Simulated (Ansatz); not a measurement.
# Run report: InCl3F, geometry relaxation

InCl3F, multiplicity 2, computed with UHF/def2-SVP (Ansatz 0.2.0).

The input holds or restrains some coordinates. It belongs to a series of runs on one base structure; here: pulled along the bonds that form and break, towards end B.

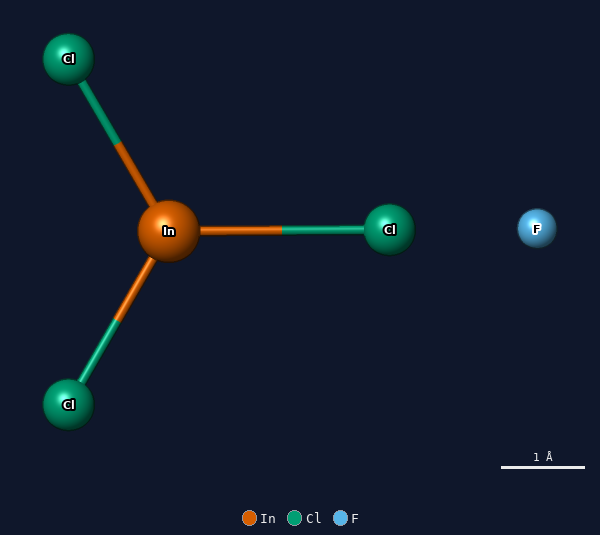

**Figure 1.** The structure as given in the input (ball-and-stick view, seen on its broad side). Sticks mark near contacts. Bond lengths as drawn: Cl–In 2.44 to 2.69 Å.

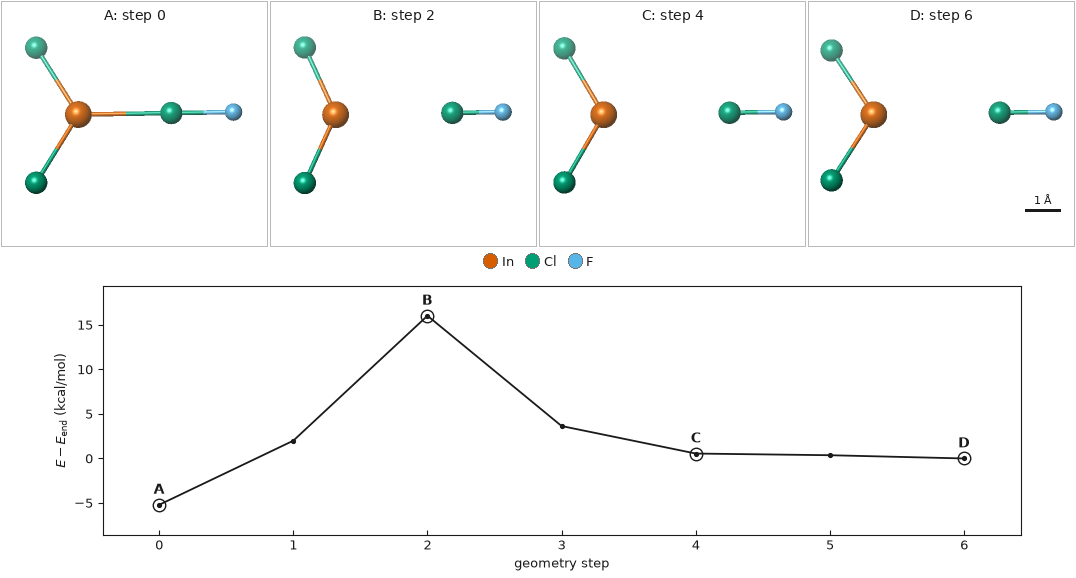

**Figure 2.** Frames of the restrained relaxation (ball-and-stick view, seen at a tilt) above the curves, on which the letters mark them (the first geometry is step 0 here and step 1 in the log).

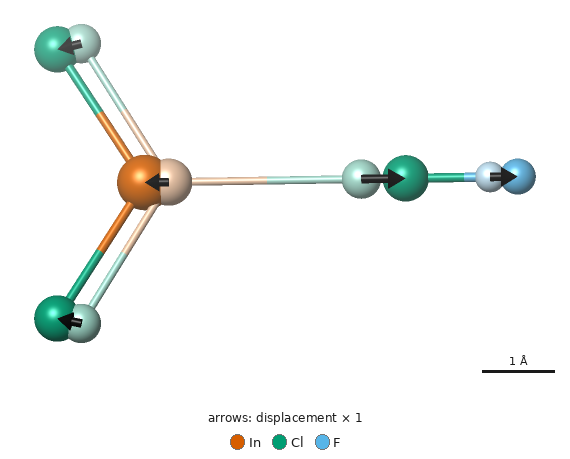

**Figure 3.** Start (faint) and end (solid) with the displacements as black arrows, at true length (ball-and-stick view, seen at a tilt). The two geometries are laid on each other by the best rigid fit. The largest move after the best rigid fit is that of Cl2, 0.62 Å. By element the largest moves are Cl 0.62 Å, F 0.38 Å, In 0.33 Å. Distances before and after: In1–Cl2 2.690 → 3.643 Å, Cl2–F5 1.800 → 1.565 Å, In1–Cl3 2.440 → 2.371 Å. Bonds break: In1–Cl2 (2.69 → 3.64 Å). Over 6 geometry steps the energy rises by 5.21 kcal/mol. Largest force component: 4.7 eV/Å at the start, 2 eV/Å at the end. (Atoms are counted from 1 in the order of the input.)

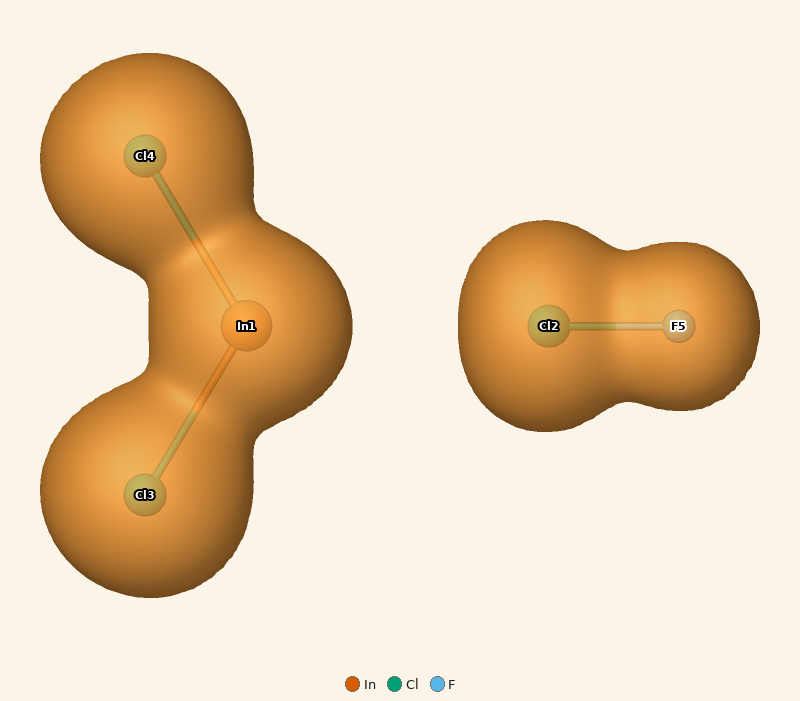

**Figure 4.** Isosurface of the total electron density at 0.2 e/Å³ (orange), seen face on. At this value the surface falls into two separate pieces. It is pinched off along the In···Cl (3.64 Å) contacts. On the grid the lowest density along these lines, outside the cores, is 0.05 e/Å³ (In···Cl, 3.64 Å), 1.5 e/Å³ (Cl–F, 1.57 Å) and 0.47 e/Å³ (In–Cl, 2.37 Å).

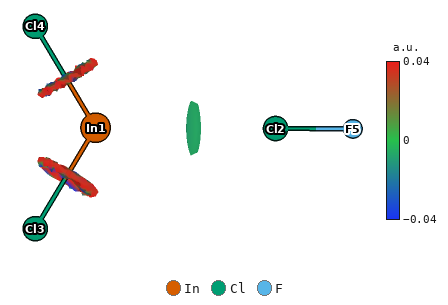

**Figure 5.** Non-covalent interaction (NCI) plot: the surface where the reduced density gradient is 0.5, for densities under 0.05 a.u., coloured by sign(λ₂)ρ; seen face on. Between In1 on one side and Cl2 on the other: a weak, van der Waals-like contact (green)

The input and output of the run follow.

### Input file
```yaml
crystal:
  periodic: [false, false, false]
  atoms:
    - { symbol: In, position_ang: [0.0, 0.0, 0.0] }
    - { symbol: Cl, position_ang: [0.0, 0.0, 2.69] }
    - { symbol: Cl, position_ang: [2.113, 0.0, -1.22] }
    - { symbol: Cl, position_ang: [-2.113, 0.0, -1.22] }
    - { symbol: F, position_ang: [0.0, 0.0, 4.49] }
magnetization:
  spin_polarized: true
  initial_magnetization: 1
basis:
  gaussian: { orbitals: def2-SVP }
hamiltonian:
  xc: hf
relax:
  f_tol: 0.15
  max_steps: 25
  restrain:
    - { distance: [1, 4], at: 1.5, k: 30.0 }
    - { distance: [0, 1], at: 3.64, k: 30.0 }
output:
  orbitals: {}
```

Launch command:
```bash
ansatz run input.yaml --threads 2 --pin off --max-ram 3072MiB --backend cpu --events-out ev --progress --plain --runs-dir out
```

### Log
```
The last accepted step is kept in [file] (removed where the run ends without a failure and the disk answers)
Engine: ansatz 0.2.0, aarch64-unknown-linux-gnu
Functional definition: HF
  exchange = exact_x
  correlation = 0
1010 factors; integrals over basis functions are off by at most 3.0e-4 eV
mean field evaluation 1: about -45347.5606 eV, gradient 2.2e1 eV
mean field evaluation 2: about -45347.6773 eV, gradient 2.2e1 eV
mean field evaluation 4: about -45350.8243 eV, gradient 3.4e0 eV
mean field evaluation 8: about -45351.2559 eV, gradient 8.5e-1 eV
mean field evaluation 16: about -45351.2811 eV, gradient 2.0e-5 eV
mean field evaluation 32: about -45347.5434 eV, gradient 8.9e0 eV
mean field -45351.28110725 eV, -1666.6288404891 hartree, gradient 1.9e-5 eV, S^2 0.898779; 0 other end points of the search recorded, 0 dependent functions left out
the calculation of the forces begins
reference -45351.28110725 eV, -1666.6288404891 hartree; 41, 40 occupied and 53, 54 virtual orbitals, 1010 factors
relax step   1: F+E_penalty+E_count = -45351.28110725 eV  Δ(F+E_penalty+E_count) = +0.000e0 eV  max|allowed force component| = 4.667e0 eV/Å  E_restraint = 14.88750000 eV  max|allowed force component, restraints' pulls added| = 3.283e1 eV/Å  Δτ_max = 0.0000 Å  (104 SCF iters, accepted)
  distance Cl 1 - F 4 = 1.8000 Å
  distance In 0 - Cl 1 = 2.6900 Å
these checks for a lower state are left out or cut short: starts, cluster_reference, orbital_swaps, neighbouring_geometries, increment
1010 factors; integrals over basis functions are off by at most 3.8e-4 eV
mean field -45350.96872873 eV, -1666.6173607902 hartree, gradient 4.7e-5 eV, S^2 0.822986; 0 other end points of the search recorded, 0 dependent functions left out
the calculation of the forces begins
reference -45350.96872873 eV, -1666.6173607902 hartree; 41, 40 occupied and 53, 54 virtual orbitals, 1010 factors
relax step   2: F+E_penalty+E_count = -45350.96872873 eV  Δ(F+E_penalty+E_count) = +3.124e-1 eV  max|allowed force component| = 5.339e-1 eV/Å  E_restraint = 5.96075176 eV  max|allowed force component, restraints' pulls added| = 2.338e1 eV/Å  Δτ_max = 0.1938 Å  (78 SCF iters, accepted)
  distance Cl 1 - F 4 = 1.6831 Å
  distance In 0 - Cl 1 = 3.0368 Å
these checks for a lower state are left out or cut short: starts, cluster_reference, orbital_swaps, neighbouring_geometries, increment
1010 factors; integrals over basis functions are off by at most 5.6e-4 eV
mean field -45350.36044632 eV, -1666.5950068240 hartree, gradient 6.5e-5 eV, S^2 0.759838; 0 other end points of the search recorded, 0 dependent functions left out
the calculation of the forces begins
reference -45350.36044632 eV, -1666.5950068240 hartree; 41, 40 occupied and 53, 54 virtual orbitals, 1010 factors
relax step   3: F+E_penalty+E_count = -45350.36044632 eV  Δ(F+E_penalty+E_count) = +6.083e-1 eV  max|allowed force component| = 7.884e0 eV/Å  E_restraint = 1.04474303 eV  max|allowed force component, restraints' pulls added| = 8.851e0 eV/Å  Δτ_max = 0.1949 Å  (51 SCF iters, accepted)
  distance Cl 1 - F 4 = 1.4678 Å
  distance In 0 - Cl 1 = 3.3781 Å
these checks for a lower state are left out or cut short: starts, cluster_reference, orbital_swaps, neighbouring_geometries, increment
1010 factors; integrals over basis functions are off by at most 4.3e-4 eV
mean field evaluation 64: about -45350.8958 eV, gradient 5.4e-1 eV
mean field -45350.89754647 eV, -1666.6147448904 hartree, gradient 8.3e-5 eV, S^2 0.762216; 0 other end points of the search recorded, 0 dependent functions left out
the calculation of the forces begins
reference -45350.89754647 eV, -1666.6147448904 hartree; 41, 40 occupied and 53, 54 virtual orbitals, 1010 factors
relax step   4: F+E_penalty+E_count = -45350.89754647 eV  Δ(F+E_penalty+E_count) = -5.371e-1 eV  max|allowed force component| = 2.452e0 eV/Å  E_restraint = 0.09356262 eV  max|allowed force component, restraints' pulls added| = 1.018e0 eV/Å  Δτ_max = 0.1946 Å  (56 SCF iters, accepted)
  distance Cl 1 - F 4 = 1.5563 Å
  distance In 0 - Cl 1 = 3.5846 Å
these checks for a lower state are left out or cut short: starts, cluster_reference, orbital_swaps, neighbouring_geometries, increment
1010 factors; integrals over basis functions are off by at most 4.3e-4 eV
mean field -45351.03140110 eV, -1666.6196639572 hartree, gradient 7.6e-5 eV, S^2 0.761800; 0 other end points of the search recorded, 0 dependent functions left out
the calculation of the forces begins
reference -45351.03140110 eV, -1666.6196639572 hartree; 41, 40 occupied and 53, 54 virtual orbitals, 1010 factors
relax step   5: F+E_penalty+E_count = -45351.03140110 eV  Δ(F+E_penalty+E_count) = -1.339e-1 eV  max|allowed force component| = 2.081e0 eV/Å  E_restraint = 0.05930477 eV  max|allowed force component, restraints' pulls added| = 2.465e-1 eV/Å  Δτ_max = 0.1893 Å  (51 SCF iters, accepted)
  distance Cl 1 - F 4 = 1.5629 Å
  distance In 0 - Cl 1 = 3.6414 Å
these checks for a lower state are left out or cut short: starts, cluster_reference, orbital_swaps, neighbouring_geometries, increment
1010 factors; integrals over basis functions are off by at most 4.3e-4 eV
mean field -45351.03955294 eV, -1666.6199635319 hartree, gradient 2.6e-5 eV, S^2 0.761498; 0 other end points of the search recorded, 0 dependent functions left out
the calculation of the forces begins
reference -45351.03955294 eV, -1666.6199635319 hartree; 41, 40 occupied and 53, 54 virtual orbitals, 1010 factors
relax step   6: F+E_penalty+E_count = -45351.03955294 eV  Δ(F+E_penalty+E_count) = -8.152e-3 eV  max|allowed force component| = 2.046e0 eV/Å  E_restraint = 0.06070688 eV  max|allowed force component, restraints' pulls added| = 2.067e-1 eV/Å  Δτ_max = 0.0198 Å  (53 SCF iters, accepted)
  distance Cl 1 - F 4 = 1.5636 Å
  distance In 0 - Cl 1 = 3.6419 Å
these checks for a lower state are left out or cut short: starts, cluster_reference, orbital_swaps, neighbouring_geometries, increment
1010 factors; integrals over basis functions are off by at most 4.3e-4 eV
mean field -45351.05533563 eV, -1666.6205435350 hartree, gradient 7.5e-5 eV, S^2 0.760569; 0 other end points of the search recorded, 0 dependent functions left out
the calculation of the forces begins
reference -45351.05533563 eV, -1666.6205435350 hartree; 41, 40 occupied and 53, 54 virtual orbitals, 1010 factors
relax step   7: F+E_penalty+E_count = -45351.05533563 eV  Δ(F+E_penalty+E_count) = -1.578e-2 eV  max|allowed force component| = 1.971e0 eV/Å  E_restraint = 0.06388600 eV  max|allowed force component, restraints' pulls added| = 5.146e-2 eV/Å  Δτ_max = 0.0637 Å  (57 SCF iters, accepted)
  distance Cl 1 - F 4 = 1.5652 Å
  distance In 0 - Cl 1 = 3.6433 Å
1010 factors; integrals over basis functions are off by at most 4.3e-4 eV
mean field evaluation 96: about -45348.7325 eV, gradient 1.8e1 eV
mean field -45351.05533563 eV, -1666.6205435350 hartree, gradient 7.5e-5 eV, S^2 0.760569; 1 other end points of the search recorded, 0 dependent functions left out
the calculation of the forces begins
reference -45351.05533563 eV, -1666.6205435350 hartree; 41, 40 occupied and 53, 54 virtual orbitals, 1010 factors
Total energy: -45351.05533563 eV, -1666.6205435350 hartree
Atom 0 at    -0.000000    -0.000000    -0.333879 Å, force    -0.000000     0.000000    -0.110436 eV/Å
Atom 1 at     0.000003     0.000000     3.309410 Å, force     0.000006    -0.000000    -1.862226 eV/Å
Atom 2 at     2.032453    -0.000000    -1.555060 Å, force    -0.051457    -0.000000     0.001058 eV/Å
Atom 3 at    -2.032453    -0.000000    -1.555060 Å, force     0.051458    -0.000000     0.001058 eV/Å
Atom 4 at    -0.000002    -0.000000     4.874588 Å, force    -0.000006     0.000000     1.970546 eV/Å
Dipole moment:     0.000001     0.000000     0.366760 e Å
```

### Trajectory as extended XYZ (Å, eV, eV/Å), 7 frames, from step=1 to step=7
```
5
Properties=species:S:1:pos:R:3:forces:R:3 step=1 energy=-45351.28111
In    0.0000    0.0000    0.0000    0.0000   0.0000  -0.2089
Cl    0.0000    0.0000    2.6900    0.0000   0.0000  -4.6668
Cl    2.1130    0.0000   -1.2200   -1.2001   0.0000   0.7014
Cl   -2.1130    0.0000   -1.2200    1.2001   0.0000   0.7014
F     0.0000    0.0000    4.4900    0.0000   0.0000   3.4729
5
Properties=species:S:1:pos:R:3:forces:R:3 step=2 energy=-45350.96873
In    0.0000    0.0000   -0.1938    0.0000   0.0000   0.5339
Cl    0.0000    0.0000    2.8430    0.0000   0.0000  -0.2119
Cl    2.1063    0.0000   -1.2177    0.0959   0.0000  -0.2433
Cl   -2.1063    0.0000   -1.2177   -0.0959   0.0000  -0.2433
F     0.0000    0.0000    4.5261    0.0000   0.0000   0.1644
5
Properties=species:S:1:pos:R:3:forces:R:3 step=3 energy=-45350.36045
In    0.0000    0.0000   -0.3402    0.0000   0.0000   1.2603
Cl    0.0000    0.0000    3.0379    0.0000   0.0000  -7.6313
Cl    2.1205    0.0000   -1.2317    0.9335   0.0000  -0.7565
Cl   -2.1205    0.0000   -1.2317   -0.9335   0.0000  -0.7565
F     0.0000    0.0000    4.5057    0.0000   0.0000   7.8839
5
Properties=species:S:1:pos:R:3:forces:R:3 step=4 energy=-45350.89755
In    0.0000    0.0000   -0.4407    0.0000   0.0000   0.6865
Cl    0.0000    0.0000    3.1439    0.0000   0.0000  -2.3327
Cl    2.1785    0.0000   -1.3318    0.1553   0.0000  -0.4027
Cl   -2.1785    0.0000   -1.3318   -0.1553   0.0000  -0.4027
F     0.0000    0.0000    4.7002    0.0000   0.0000   2.4515
5
Properties=species:S:1:pos:R:3:forces:R:3 step=5 energy=-45351.03140
In    0.0000    0.0000   -0.3666    0.0000   0.0000  -0.1155
Cl    0.0000    0.0000    3.2748    0.0000   0.0000  -1.9720
Cl    2.0977    0.0000   -1.5029   -0.2465   0.0000   0.0035
Cl   -2.0977    0.0000   -1.5029    0.2465   0.0000   0.0035
F     0.0000    0.0000    4.8377    0.0000   0.0000   2.0805
5
Properties=species:S:1:pos:R:3:forces:R:3 step=6 energy=-45351.03955
In    0.0000    0.0000   -0.3586    0.0000   0.0000  -0.1222
Cl    0.0000    0.0000    3.2833    0.0000   0.0000  -1.9378
Cl    2.0826    0.0000   -1.5158   -0.2067   0.0000   0.0069
Cl   -2.0826    0.0000   -1.5158    0.2067   0.0000   0.0069
F     0.0000    0.0000    4.8469    0.0000   0.0000   2.0462
5
Properties=species:S:1:pos:R:3:forces:R:3 step=7 energy=-45351.05534
In    0.0000    0.0000   -0.3339    0.0000   0.0000  -0.1104
Cl    0.0000    0.0000    3.3094    0.0000   0.0000  -1.8622
Cl    2.0325    0.0000   -1.5551   -0.0515   0.0000   0.0011
Cl   -2.0325    0.0000   -1.5551    0.0515   0.0000   0.0011
F     0.0000    0.0000    4.8746    0.0000   0.0000   1.9705
```

### Results in brief

```csv
quantity,value
outcome,converged under the restraints of the input
total energy,−45351.0553 eV
mean-field energy,−45351.0553 eV
⟨S²⟩,0.761
"largest force (length of the vector) at the end, held atoms and coordinates included",1.971 eV/Å
hardware,"2 threads of Arm Neoverse V2, 24 GiB of memory available, shared host"
wall time,15 s (CPU time 29 s)
peak memory,0.33 GiB
```
